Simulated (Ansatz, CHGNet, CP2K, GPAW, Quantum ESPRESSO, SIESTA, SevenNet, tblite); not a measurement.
# CP2K runs on random packing of B86H14 (at. %) (90 atoms), part 2 of 2

How do the settings of CP2K change the result for random packing of B86H14 (at. %) (90 atoms)? A plane-wave run serves as the yardstick.

Program: CP2K 2026.2; the method stands at each step. Banners, paths, timers and routine set-up lines are dropped from the logs unmarked, and long logs keep their key lines alone; longer cuts are marked.

So far. Step 2 (PBE, DZVP-MOLOPT-SR, 450/50 Ry, diagonalisation): Forces lie 2.9 % from the reference's, at 31 times its CPU time. Step 3 (PBE, TZV2P-MOLOPT (SR for B), 450/50 Ry …): Against the first run (2.9 %), the force difference from the reference is 2.0 %, at 2.4 times the CPU time, with 1811 basis functions against 1066: the larger basis brings the forces nearer.

## (4) PBE+D3(BJ), DZVP-MOLOPT-SR, 450/50 Ry, diagonalisation

Method: Kohn-Sham DFT, PBE+D3(BJ), GTH-PBE pseudopotentials, Gaussian and plane waves, DZVP-MOLOPT-SR-GTH, diagonalisation.

input.inp reads:

```
&GLOBAL
  PROJECT cell
  RUN_TYPE ENERGY_FORCE
  PRINT_LEVEL LOW
&END GLOBAL
&FORCE_EVAL
  METHOD QS
  STRESS_TENSOR ANALYTICAL
  &DFT
    BASIS_SET_FILE_NAME BASIS_MOLOPT
    POTENTIAL_FILE_NAME GTH_POTENTIALS
    &MGRID
      CUTOFF 450
      REL_CUTOFF 50
    &END MGRID
    &QS
      EPS_DEFAULT 1.0E-12
    &END QS
    &SCF
      SCF_GUESS ATOMIC
      EPS_SCF 5.0E-06
      MAX_SCF 200
      ADDED_MOS 34
      &DIAGONALIZATION
        ALGORITHM STANDARD
      &END DIAGONALIZATION
      &SMEAR ON
        METHOD FERMI_DIRAC
        ELECTRONIC_TEMPERATURE [K] 580
      &END SMEAR
      &MIXING
        METHOD BROYDEN_MIXING
        ALPHA 0.15
        NBROYDEN 12
      &END MIXING
      &PRINT
        &RESTART OFF
        &END RESTART
      &END PRINT
    &END SCF
    &XC
      &XC_FUNCTIONAL PBE
      &END XC_FUNCTIONAL
      &VDW_POTENTIAL
        POTENTIAL_TYPE PAIR_POTENTIAL
        &PAIR_POTENTIAL
          TYPE DFTD3(BJ)
          PARAMETER_FILE_NAME dftd3.dat
          REFERENCE_FUNCTIONAL PBE
        &END PAIR_POTENTIAL
      &END VDW_POTENTIAL
    &END XC
    &PRINT
      &MULLIKEN ON
      &END MULLIKEN
      &HIRSHFELD ON
        SHAPE_FUNCTION DENSITY
      &END HIRSHFELD
      &MO ON
        EIGENVALUES T
        OCCUPATION_NUMBERS T
        MO_INDEX_RANGE 111 134
        &EACH
          QS_SCF 0
        &END EACH
        ADD_LAST NUMERIC
      &END MO
    &END PRINT
  &END DFT
  &SUBSYS
    &CELL
      A 8.90670 0.00000 0.00000
      B 0.00000 8.90670 0.00000
      C 0.00000 0.00000 8.90670
    &END CELL
    &TOPOLOGY
      COORD_FILE_NAME structure.xyz
      COORD_FILE_FORMAT XYZ
    &END TOPOLOGY
    &KIND B
      BASIS_SET DZVP-MOLOPT-SR-GTH-q3
      POTENTIAL GTH-PBE-q3
    &END KIND
    &KIND H
      BASIS_SET DZVP-MOLOPT-SR-GTH-q1
      POTENTIAL GTH-PBE-q1
    &END KIND
  &END SUBSYS
  &PRINT
    &FORCES ON
    &END FORCES
    &STRESS_TENSOR ON
    &END STRESS_TENSOR
  &END PRINT
&END FORCE_EVAL
```

structure.xyz reads:

```xyz
90

B 7.78775 0.82672 2.86689
B 6.16272 1.72398 4.08283
B 5.98797 7.62503 1.78838
B 0.01496 3.16927 0.66765
B 6.39082 3.71739 2.79697
B 8.56361 0.32305 8.24297
B 5.55457 3.87441 0.42191
B 6.67245 3.82311 5.94602
B 8.10813 7.65433 0.02850
B 7.07459 3.12625 4.32242
B 8.66898 3.96651 5.02436
B 6.42342 1.26644 0.30016
B 5.80138 1.36130 1.79114
B 6.07544 7.73191 5.60205
B 1.54273 2.73658 6.25473
B 1.80218 1.63714 8.20102
B 7.02480 1.13391 7.33039
B 6.08942 6.51792 3.48564
B 4.13262 4.41149 1.55680
B 6.58855 5.08394 8.69739
[... 66 atom lines left out ...]
H 5.40494 5.16384 2.64244
H 2.89486 8.17599 1.49321
H 7.83273 5.82471 7.01759
H 3.72407 4.95017 3.50176
```

Run with:

```bash
> OMP_NUM_THREADS=1 mpirun -np 4 cp2k.psmp -i input.inp > output.txt
```

Numbers of over 12 decimals in the logs are rounded to 6 here.

The log of the run:

```text
CP2K| version string:                                       CP2K version 2026.2
 CP2K| Input file name                                                 input.inp
 GLOBAL| Basis set file name                                        BASIS_MOLOPT
 GLOBAL| Potential file name                                      GTH_POTENTIALS
 GLOBAL| Run type                                                   ENERGY_FORCE
 GLOBAL| Total number of message passing processes                             4
 GLOBAL| Number of threads for this process                                    1
[... lines left out ...]
                        Smear method:                                FERMI_DIRAC
[... lines left out ...]
 Number of electrons:                                                        244
[... lines left out ...]
  Step     Update method      Time    Convergence         Total energy    Change
[... lines left out ...]
  *** SCF run converged in    18 steps ***
[... lines left out ...]
  Fermi energy:                                                 0.227983
  Total energy:                                              -221.550510
  Total energy (extrapolated to T->0):                       -221.545435
[... lines left out ...]
 MO| E(Fermi):            0.227983 a.u.          6.203722 eV
[... lines left out ...]
     90       H      2       1.000          0.988                         0.012
  Total Charge                                                           -0.000
 !-----------------------------------------------------------------------------!
 ENERGY| Total FORCE_EVAL ( QS ) energy [hartree]           -221.550566
 FORCES| Atomic forces [hartree/bohr]
 FORCES|   Atom     x               y               z               |f|
 FORCES|      1 -1.25755421E-02 -1.65046741E-02  1.25049033E-02   2.42264552E-02
 FORCES|      2  1.30966526E-02 -1.61517556E-02  7.28440608E-03   2.20332497E-02
 FORCES|      3 -1.29095236E-02 -3.69348202E-03  1.68259772E-02   2.15269858E-02
[...]
FORCES|     89  6.92620283E-03 -4.90237895E-03 -2.68356981E-02   2.81453424E-02
 FORCES|     90 -4.85740384E-03 -1.38098355E-02 -1.55233353E-02   2.13372882E-02
 FORCES| Sum     1.72236783E-05 -4.20086195E-05  1.17590596E-05
 FORCES| Total atomic force                                       4.69004764E-05
 STRESS| Analytical stress tensor [bar]
 STRESS|                        x                   y                   z
 STRESS|      x       -1.48110184180E+05  -3.98966548367E+04   1.45070015372E+04
 STRESS|      y       -3.98966548367E+04  -1.55223508046E+05  -2.71267219681E+04
 STRESS|      z        1.45070015372E+04  -2.71267219681E+04  -1.45729343528E+05
 STRESS| 1/3 Trace                                            -1.49687678585E+05
```

The job ended after 2.4 min (4 MPI ranks of Arm Neoverse V1, shared host; peak memory 2.5 GiB; 9.4 min of CPU time).

Against the reference:

```yaml
r_m_s_force_component: 1.053 eV/Å
r_m_s_difference_of_force_components: 148.1 meV/Å
longest_difference_of_force_vectors: 765.2 meV/Å
force_difference_over_r_m_s_force: 13.65 %
slope_of_forces_against_the_reference_s: 0.9611
correlation_of_force_components: 0.9909
pressure: -14.97 GPa
pressure_difference: -0.5346 GPa
```

Against the first run (2.9 %), the force difference from the reference is 14 %, at 0.98 times the CPU time; the model has changed, so this is no error of the program alone.

## (5) revPBE, PBE potentials, DZVP-MOLOPT-SR, 450/50 Ry, diagonalisation

Method: Kohn-Sham DFT, revPBE, GTH-PBE pseudopotentials, Gaussian and plane waves, DZVP-MOLOPT-SR-GTH, diagonalisation.

Edit input.inp of step 4 so:

```diff
@@ -41,12 +41,7 @@
     &XC
-      &XC_FUNCTIONAL PBE
+      &XC_FUNCTIONAL
+        &PBE
+          PARAMETRIZATION REVPBE
+        &END PBE
       &END XC_FUNCTIONAL
-      &VDW_POTENTIAL
-        POTENTIAL_TYPE PAIR_POTENTIAL
-        &PAIR_POTENTIAL
-          TYPE DFTD3(BJ)
-          PARAMETER_FILE_NAME dftd3.dat
-          REFERENCE_FUNCTIONAL PBE
-        &END PAIR_POTENTIAL
-      &END VDW_POTENTIAL
     &END XC
@@ -75,6 +70,6 @@
     &END CELL
-    &TOPOLOGY
-      COORD_FILE_NAME structure.xyz
-      COORD_FILE_FORMAT XYZ
-    &END TOPOLOGY
+    &COORD
+      SCALED
+[... 90 atom lines left out: the same atoms as in the first run ...]
+    &END COORD
     &KIND B
```

The log of the run:

```text
CP2K| version string:                                       CP2K version 2026.2
 CP2K| Input file name                                                 input.inp
 GLOBAL| Basis set file name                                        BASIS_MOLOPT
 GLOBAL| Potential file name                                      GTH_POTENTIALS
 GLOBAL| Run type                                                   ENERGY_FORCE
 GLOBAL| Total number of message passing processes                             4
 GLOBAL| Number of threads for this process                                    1
[... lines left out ...]
                        Smear method:                                FERMI_DIRAC
[... lines left out ...]
 Number of electrons:                                                        244
[... lines left out ...]
  Step     Update method      Time    Convergence         Total energy    Change
[... lines left out ...]
  *** SCF run converged in    18 steps ***
[... lines left out ...]
  Fermi energy:                                                 0.228021
  Total energy:                                              -220.942447
  Total energy (extrapolated to T->0):                       -220.937403
[... lines left out ...]
 MO| E(Fermi):            0.228021 a.u.          6.204765 eV
[... lines left out ...]
     90       H      2       1.000          0.989                         0.011
  Total Charge                                                           -0.000
 !-----------------------------------------------------------------------------!
 ENERGY| Total FORCE_EVAL ( QS ) energy [hartree]           -220.942515
 FORCES| Atomic forces [hartree/bohr]
 FORCES|   Atom     x               y               z               |f|
 FORCES|      1 -1.14992845E-02 -1.37978220E-02  9.35178076E-03   2.02501664E-02
 FORCES|      2  1.56365592E-02 -1.79045938E-02  2.33545543E-03   2.38857869E-02
 FORCES|      3 -1.35066421E-02 -3.84567096E-03  1.67928310E-02   2.18910424E-02
[...]
FORCES|     89  8.18548483E-03 -5.58853725E-03 -2.96591908E-02   3.12714168E-02
 FORCES|     90 -4.56720388E-03 -1.11672394E-02 -4.05891723E-03   1.27295481E-02
 FORCES| Sum     1.53935822E-05 -4.35557379E-05  1.09833620E-05
 FORCES| Total atomic force                                       4.74836700E-05
 STRESS| Analytical stress tensor [bar]
 STRESS|                        x                   y                   z
 STRESS|      x       -1.42521010772E+05  -3.85871093546E+04   1.38285827987E+04
 STRESS|      y       -3.85871093546E+04  -1.44234731043E+05  -2.82020354465E+04
 STRESS|      z        1.38285827987E+04  -2.82020354465E+04  -1.40792047681E+05
 STRESS| 1/3 Trace                                            -1.42515929832E+05
```

Wall time 2.3 min (4 MPI ranks); peak memory 2.4 GiB.

Against the reference:

| Quantity | Value |
| --- | --- |
| r.m.s. force component | 1.094 eV/Å |
| r.m.s. difference of force components | 39.79 meV/Å |
| longest difference of force vectors | 157.7 meV/Å |
| force difference over r.m.s. force | 3.667 % |
| slope of forces against the reference's | 1.008 |
| correlation of force components | 0.9994 |
| pressure | -14.25 GPa |
| pressure difference | 0.1826 GPa |

Against the first run (2.9 %), the force difference from the reference is 3.7 %, at 0.95 times the CPU time; the model has changed, so this is no error of the program alone.

## (6) PBE, DZVP-MOLOPT-SR, 450/20 Ry, diagonalisation

Method: Kohn-Sham DFT, PBE, GTH-PBE pseudopotentials, Gaussian and plane waves, DZVP-MOLOPT-SR-GTH, diagonalisation.

Edit input.inp of step 5 so:

```diff
@@ -13,3 +13,3 @@
       CUTOFF 450
-      REL_CUTOFF 50
+      REL_CUTOFF 20
     &END MGRID
@@ -41,6 +41,3 @@
     &XC
-      &XC_FUNCTIONAL
-        &PBE
-          PARAMETRIZATION REVPBE
-        &END PBE
+      &XC_FUNCTIONAL PBE
       &END XC_FUNCTIONAL
@@ -70,6 +67,6 @@
     &END CELL
-    &COORD
-      SCALED
-[... 90 atom lines left out: the same atoms as in the first run ...]
-    &END COORD
+    &TOPOLOGY
+      COORD_FILE_NAME structure.xyz
+      COORD_FILE_FORMAT XYZ
+    &END TOPOLOGY
     &KIND B
```

structure.xyz is that of step 4.

The log of the run:

```text
CP2K| version string:                                       CP2K version 2026.2
 CP2K| Input file name                                                 input.inp
 GLOBAL| Basis set file name                                        BASIS_MOLOPT
 GLOBAL| Potential file name                                      GTH_POTENTIALS
 GLOBAL| Run type                                                   ENERGY_FORCE
 GLOBAL| Total number of message passing processes                             4
 GLOBAL| Number of threads for this process                                    1
 TOTAL NUMBERS AND MAXIMUM NUMBERS
  Total number of            - Atomic kinds:                                   2
                             - Atoms:                                         90
[... lines left out ...]
                        Smear method:                                FERMI_DIRAC
[... lines left out ...]
 Number of electrons:                                                        244
[... lines left out ...]
  Step     Update method      Time    Convergence         Total energy    Change
[... lines left out ...]
  *** SCF run converged in    18 steps ***
[... lines left out ...]
  Fermi energy:                                                 0.227980
  Total energy:                                              -220.877468
  Total energy (extrapolated to T->0):                       -220.872393
[... lines left out ...]
 MO| E(Fermi):            0.227980 a.u.          6.203651 eV
[... lines left out ...]
 !-----------------------------------------------------------------------------!
 !-----------------------------------------------------------------------------!
                           Hirshfeld Charges
  #Atom  Element  Kind  Ref Charge     Population                    Net charge
      1       B      1       3.000          2.949                         0.051
      2       B      1       3.000          3.003                        -0.003
      3       B      1       3.000          2.948                         0.052
[...]
89       H      2       1.000          0.957                         0.043
     90       H      2       1.000          0.988                         0.012
  Total Charge                                                           -0.000
 !-----------------------------------------------------------------------------!
 ENERGY| Total FORCE_EVAL ( QS ) energy [hartree]           -220.877525
 FORCES| Atomic forces [hartree/bohr]
 FORCES|   Atom     x               y               z               |f|
 FORCES|      1 -1.14274236E-02 -1.35936144E-02  9.78248191E-03   2.02748444E-02
 FORCES|      2  1.55498190E-02 -1.80720895E-02  2.03063742E-03   2.39274064E-02
 FORCES|      3 -1.33989178E-02 -3.92202612E-03  1.67106410E-02   2.17751880E-02
[...]
FORCES|     89  8.05459033E-03 -5.33629743E-03 -2.92949462E-02   3.08471452E-02
 FORCES|     90 -4.52422750E-03 -1.10965027E-02 -4.33417929E-03   1.27430811E-02
 FORCES| Sum    -2.02004726E-05 -1.40107732E-04 -8.14844970E-05
 FORCES| Total atomic force                                       1.63333888E-04
 STRESS| Analytical stress tensor [bar]
 STRESS|                        x                   y                   z
 STRESS|      x       -1.45605628963E+05  -3.81758250188E+04   1.39335612455E+04
 STRESS|      y       -3.81758250188E+04  -1.47076605480E+05  -2.81291789816E+04
 STRESS|      z        1.39335612455E+04  -2.81291789816E+04  -1.43365768785E+05
 STRESS| 1/3 Trace                                            -1.45349334410E+05
```

Elapsed: 78 s, on 4 MPI ranks; peak memory 2.4 GiB; 5.2 min of CPU time.

Compared with the plane-wave run:

```yaml
r_m_s_force_component: 1.094 eV/Å
r_m_s_difference_of_force_components: 31.36 meV/Å
longest_difference_of_force_vectors: 124.5 meV/Å
force_difference_over_r_m_s_force: 2.889 %
slope_of_forces_against_the_reference_s: 1.008
correlation_of_force_components: 0.9996
pressure: -14.53 GPa
pressure_difference: -0.1007 GPa
energy_less_the_same_level_run_s: -0.0629 meV/atom
r_m_s_force_difference_from_the_same_level_run: 0.889 meV/Å
```

This is a coarse setting, run to see what it loses.

Against the first run (2.9 %), the force difference from the reference is 2.9 %, at 0.54 times the CPU time: the change moves forces by 0.89 meV/Å r.m.s., so most of the difference comes from elsewhere.

## (7) All runs compared

Differences are against the plane-wave reference, forces as r.m.s. over components; share is that over the reference's r.m.s. force, slope the least-squares factor from reference forces to these. Total energies of different programs have different zeros and aren't compared.

```csv
run,"Δ force, r.m.s. (meV/Å)",share (%),slope,Δ pressure (GPa),cores,CPU time,memory (GiB)
reference,-,-,-,-,4,19 s,0.90
"CP2K PBE, DZVP-MOLOPT-SR, 450/50 Ry, diagonalisation",31.4,2.89,1.008,-0.108,4,9.6 min,2.4
"CP2K PBE, TZV2P-MOLOPT (SR for B), 450/50 Ry, diagonalisation",21.9,2.02,0.993,0.0169,4,23 min,3.4
"CP2K PBE+D3(BJ), DZVP-MOLOPT-SR, 450/50 Ry, diagonalisation",148,13.6,0.961,-0.535,4,9.4 min,2.5
"CP2K revPBE, PBE potentials, DZVP-MOLOPT-SR, 450/50 Ry, diagonalisation",39.8,3.67,1.008,0.183,4,9.1 min,2.4
"CP2K PBE, DZVP-MOLOPT-SR, 450/20 Ry, diagonalisation (coarse)",31.4,2.89,1.008,-0.101,4,5.2 min,2.4
```

Rows marked coarse were listed beforehand as settings not expected to be converged; some can still land near the reference.

CPU time is summed over cores on a shared host, where runs went side by side, so it is rough. Symmetry, cutoffs, thresholds, outputs and thread counts weren't matched or tuned between programs; memory under MPI is the largest rank's times the ranks.

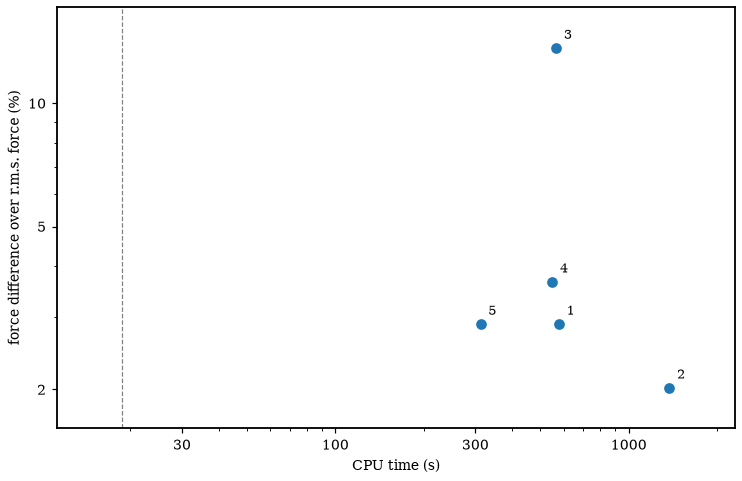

Force difference against CPU time; the dashed line marks the reference's time. Points: 1 CP2K PBE, DZVP-MOLOPT-SR, 450/50 Ry, diagonalisation; 2 CP2K PBE, TZV2P-MOLOPT (SR for B), 450/50 Ry, diagonalisation; 3 CP2K PBE+D3(BJ), DZVP-MOLOPT-SR, 450/50 Ry, diagonalisation; 4 CP2K revPBE, PBE potentials, DZVP-MOLOPT-SR, 450/50 Ry, diagonalisation; 5 CP2K PBE, DZVP-MOLOPT-SR, 450/20 Ry, diagonalisation.

Mean charges by element (e), by run and scheme:

```csv
run,scheme,B,H
reference,Löwdin,-0.01,+0.18
"CP2K PBE, DZVP-MOLOPT-SR, 450/50 Ry, diagonalisation",Mulliken,-0.02,+0.13
"CP2K PBE, DZVP-MOLOPT-SR, 450/50 Ry, diagonalisation",Hirshfeld,0.00,+0.02
"CP2K PBE, TZV2P-MOLOPT (SR for B), 450/50 Ry, diagonalisation",Mulliken,-0.01,+0.08
"CP2K PBE, TZV2P-MOLOPT (SR for B), 450/50 Ry, diagonalisation",Hirshfeld,0.00,+0.01
"CP2K PBE+D3(BJ), DZVP-MOLOPT-SR, 450/50 Ry, diagonalisation",Mulliken,-0.02,+0.13
"CP2K PBE+D3(BJ), DZVP-MOLOPT-SR, 450/50 Ry, diagonalisation",Hirshfeld,0.00,+0.02
"CP2K revPBE, PBE potentials, DZVP-MOLOPT-SR, 450/50 Ry, diagonalisation",Mulliken,-0.02,+0.13
"CP2K revPBE, PBE potentials, DZVP-MOLOPT-SR, 450/50 Ry, diagonalisation",Hirshfeld,0.00,+0.02
```

The reference's Löwdin charges lack the electrons that the projection spills, 0.016 e an atom on average.

Within one program, basis, potentials and functional, energies share a zero. Each run against its twin at the usual cutoff or grid and solver:

```
                                                 run                                        twin  Δ energy (meV/atom)  Δ force, r.m.s. (meV/Å)  CPU time over the twin's
CP2K PBE, DZVP-MOLOPT-SR, 450/20 Ry, diagonalisation  DZVP-MOLOPT-SR, 450/50 Ry, diagonalisation              -0.0629                    0.889                      0.54
```

## (8) Summary of results

| Quantity | Value |
| --- | --- |
| nearest in forces | CP2K PBE, TZV2P-MOLOPT (SR for B), 450/50 Ry, diagonalisation, 2.0 % |
| its CPU time | 23 min |

The PBE runs in local orbitals, coarse settings apart, differ by 2.0 % (CP2K PBE, TZV2P-MOLOPT (SR for B), 450/50 Ry, diagonalisation) to 2.9 % (CP2K PBE, DZVP-MOLOPT-SR, 450/50 Ry, diagonalisation); basis, grid and potentials can all enter. Rows with another functional or a dispersion term differ by 3.7 % (CP2K revPBE, PBE potentials, DZVP-MOLOPT-SR, 450/50 Ry, diagonalisation) to 14 % (CP2K PBE+D3(BJ), DZVP-MOLOPT-SR, 450/50 Ry, diagonalisation), which mixes the change of model with differences of basis and potentials, some of them made for another functional. Runs with settings chosen to be coarse differ by 2.9 % (CP2K PBE, DZVP-MOLOPT-SR, 450/20 Ry, diagonalisation), their programs' other errors included. None of the electronic-structure runs in the table takes under half the reference's CPU time of 19 s; they take 17 to 73 times as much. Charges hang on scheme and program or settings: among these rows the mean for H runs from +0.01 to +0.18 e. The reference's pressure of -14 GPa belongs to a cell and atoms that aren't relaxed at this level. The electronic-structure runs sample only Γ, in a cell whose shortest periodic width is 9 Å, which is coarse for a cell with partly filled levels.

[Also dropped from logs without a mark: logging warnings of Python, and SIESTA's first energy breakdown and zero terms.]

[Logs are printed without paths, hosts, clocks, repeated set-up lines and the standing remarks that a program may print on its own settings, such as how far it seeks lower states.]

[Hosts, paths, dates, database ids (printed as entryN), source tags and the programs' standing remarks are cut or masked in the printed files.]
